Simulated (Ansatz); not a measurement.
## Run report: GeH$_{3}$ClO, frequency calculation

System: GeH$_{3}$ClO.
Method: RKS PBE-D4/def2-SVP (Ansatz 0.2.0).

It belongs to a series of runs on one base structure; here: vibrations at the highest image of the band. Figures and captions count atoms from 1; the log counts them from 0 in places.

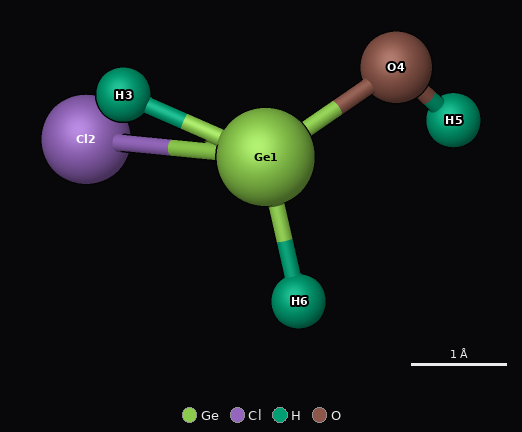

Figure 1. The structure as given in the input (ball-and-stick view, seen at a tilt; atoms are numbered from 1 in the order of the input). Sticks mark near contacts.

Input file:
```yaml
crystal:
  periodic: [false, false, false]
  atoms:
    - { symbol: Ge, position_ang: [0.236605, -0.053858, -0.510403] }
    - { symbol: Cl, position_ang: [1.120056, -0.022882, 1.930522] }
    - { symbol: H, position_ang: [1.644374, 0.129907, 0.322869] }
    - { symbol: O, position_ang: [-0.794775, 1.404577, -0.66917] }
    - { symbol: H, position_ang: [-1.727845, 1.214827, -0.452445] }
    - { symbol: H, position_ang: [-0.742516, -1.279472, -0.352473] }
basis:
  gaussian: { orbitals: def2-SVP }
hamiltonian:
  xc: pbe
  dispersion: d4
phonons: {}
```

Command:
```bash
ansatz run input.yaml --threads 1 --pin off --max-ram 2048MiB --backend cpu --events-out ev --progress --plain --runs-dir out
```

What the program printed:
```
Engine: ansatz 0.2.0, aarch64-unknown-linux-gnu
Functional definition: PBE
  parameter kappa = 0.804
  parameter beta = 0.06672455060314922
  exchange = pbe_x(kappa = kappa, mu = beta*pi^2/3)
  correlation = pbe_c(beta = beta)
863 factors; their error is unknown
mean field evaluation 1: about -71101.8786 eV, gradient 5.8e1 eV
mean field evaluation 2: about -71028.5287 eV, gradient 1.7e2 eV
mean field evaluation 4: about -71105.8381 eV, gradient 2.3e1 eV
mean field evaluation 8: about -71107.7665 eV, gradient 1.2e-1 eV
mean field evaluation 16: about -71107.7141 eV, gradient 3.6e-4 eV
mean field -71107.71408845 eV, -2613.1602942107 hartree, gradient 5.8e-5 eV, S^2 0.000000; 0 other end points of the search recorded, 0 dependent functions left out
the calculation of the forces begins
reference -71107.71411767 eV, -2613.1602952846 hartree; 30, 30 occupied and 49, 49 virtual orbitals, 863 factors
these checks for a lower state are left out or cut short: stability, starts, cluster_reference, orbital_swaps, neighbouring_geometries, increment
863 factors; their error is unknown
mean field -71107.71402871 eV, -2613.1602920152 hartree, gradient 2.7e-6 eV, S^2 0.000000; 0 other end points of the search recorded, 0 dependent functions left out
[... from here on the field's lines of each further geometry are left out, up to the last ...]
the calculation of the forces begins
reference -71107.71411094 eV, -2613.1602950372 hartree; 30, 30 occupied and 49, 49 virtual orbitals, 863 factors
these checks for a lower state are left out or cut short: stability, starts, cluster_reference, orbital_swaps, neighbouring_geometries, increment
863 factors; their error is unknown
mean field -71107.71408878 eV, -2613.1602942228 hartree, gradient 1.3e-6 eV, S^2 0.000000; 0 other end points of the search recorded, 0 dependent functions left out
the calculation of the forces begins
reference -71107.71411800 eV, -2613.1602952968 hartree; 30, 30 occupied and 49, 49 virtual orbitals, 863 factors
WARN: phonons: modes at or below zero, which the zero-point energy, F, S and C_V leave out: 1, the lowest at -759.42 cm⁻¹. A minimum has none, and a first-order saddle one
Total energy: -71107.82046485 eV, -2613.1642034716 hartree
Atom 0 at     0.236605    -0.053858    -0.510403 Å, force    -0.001870     0.016905     0.000226 eV/Å
Atom 1 at     1.120056    -0.022882     1.930522 Å, force     0.002031    -0.001464     0.006336 eV/Å
Atom 2 at     1.644374     0.129907     0.322869 Å, force    -0.000289    -0.008441    -0.004608 eV/Å
Atom 3 at    -0.794775     1.404577    -0.669170 Å, force     0.012959    -0.013197    -0.002424 eV/Å
Atom 4 at    -1.727845     1.214827    -0.452445 Å, force    -0.018579     0.006163    -0.001358 eV/Å
Atom 5 at    -0.742516    -1.279472    -0.352473 Å, force     0.005748     0.000034     0.001828 eV/Å
Dipole moment:    -0.319915    -0.192527    -0.378237 e Å
Vibrations: -759.42 131.70 281.39 364.24 545.23 557.66 681.18 730.74 897.51 1623.90 1962.17 3711.93 cm⁻¹, zero-point energy 0.712143 eV
```

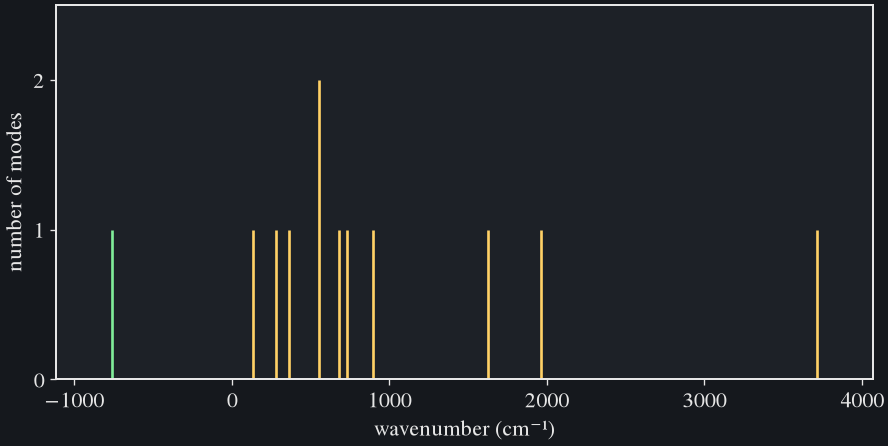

Figure 2. Harmonic vibrational wavenumbers from the force constants; neighbouring modes closer than 20 cm⁻¹ are counted in one stick, and imaginary ones are drawn at negative wavenumbers. 12 modes from 759i to 3712 cm⁻¹, 1 imaginary beyond 8i (759i cm⁻¹): a first-order saddle point, if the geometry is stationary.

Key numbers:

```json
{"quantity": "outcome", "value": "converged"}
{"quantity": "total energy", "value": "−71107.8205 eV"}
{"quantity": "mean-field energy", "value": "−71107.7141 eV"}
{"quantity": "largest force (length of the vector)", "value": "0.020 eV/Å"}
{"quantity": "hardware", "value": "1 thread of Arm Neoverse V1, 24 GiB of memory available, shared host"}
{"quantity": "wall time", "value": "43 s"}
{"quantity": "peak memory", "value": "0.11 GiB"}
```
